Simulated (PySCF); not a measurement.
**C$_{5}$H$_{5}$ClF (doublet): density, localisation and related maps**

```yaml
atoms:
  - { symbol: C, position_ang: [-1.4645, -1.0825, -0.3191] }
  - { symbol: C, position_ang: [-0.5246, -0.0641, -0.6703] }
  - { symbol: C, position_ang: [0.7418, 0.1296, 0.1041] }
  - { symbol: C, position_ang: [1.9143, -0.3411, 0.4418] }
  - { symbol: C, position_ang: [-0.2745, 1.1496, 0.2833] }
  - { symbol: F, position_ang: [-0.9674, 1.2100, 1.4472] }
  - { symbol: Cl, position_ang: [-0.0826, 2.7545, -0.4069] }
  - { symbol: H, position_ang: [-1.5410, -1.4202, 0.6957] }
  - { symbol: H, position_ang: [-2.1550, -1.4563, -1.0476] }
  - { symbol: H, position_ang: [-0.4825, 0.2027, -1.7206] }
  - { symbol: H, position_ang: [2.2869, -1.2631, 0.0267] }
  - { symbol: H, position_ang: [2.5503, 0.1802, 1.1395] }
```

Geometry: GFN2-xTB.

The calculation used UKS B3LYP, pcH-1 on C Cl F H, non-relativistic, mean-field spin-orbit, GIAO (PySCF 2.14.0, density-fitted response routines).

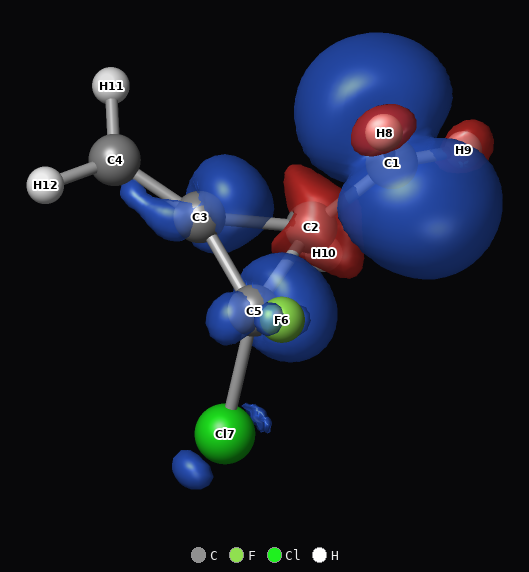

Figure 1. Isosurfaces of the spin density at +0.015 (blue) and −0.015 e/Å³ (red), seen across its widest extent.

**Where is the unpaired spin?**

The unpaired spin (1 electron) lies mostly on C1 (about 0.7) and C5 (about 0.1), in electrons by Hirshfeld's partition.

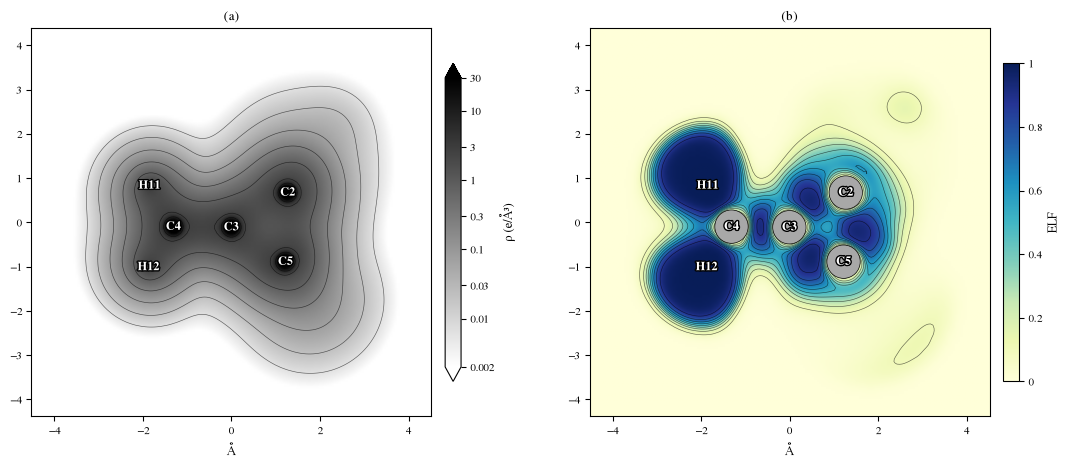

Figure 2. (a) electron density; (b) ELF on the plane of atoms C3, C4 and H11. Grey discs cover the atomic cores in the ELF map.

**Read the bonding off the picture.**

- Atoms in the plane: C and H.
- C–C (1.31 Å): ρ at the midpoint is about 2.4 e/Å³; the ELF peaks at about 0.95 between the atoms; a multiple bond.
- C–H (1.08 Å): ρ at the midpoint is about 2.1 e/Å³; the ELF climbs to about 1 towards the hydrogen, as it does in any bond to H; a covalent bond by its length.
- C–C (1.45 Å): the density is about 1.8 e/Å³ at the midpoint; the ELF peaks at about 0.90 between the atoms; a covalent bond.
- C–C (1.50 Å): the density is about 1.6 e/Å³ at the midpoint; the ELF peaks at about 0.90 between the atoms: a shared electron pair.

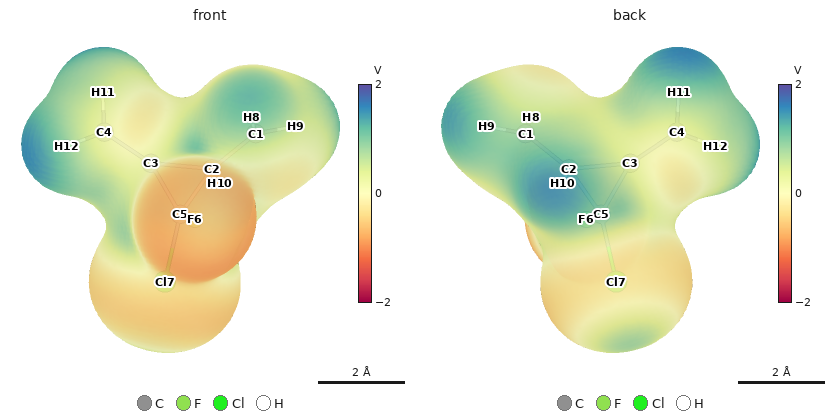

Figure 3. The molecular electrostatic potential painted on the density surface at 0.004 e/bohr³, seen from the front and from behind; red is negative and blue positive.

**Which sites attract a positive test charge, and which a negative one?**

A positive charge is drawn to the negative regions and a negative charge to the positive ones. The most negative region (about −0.9 V) lies over F6, the most positive (about +1.6 V) over H10, H11 and H12. Cl7 shows a σ-hole: about +0.8 V at the tip opposite its bond, against about −0.4 V on its flanks.
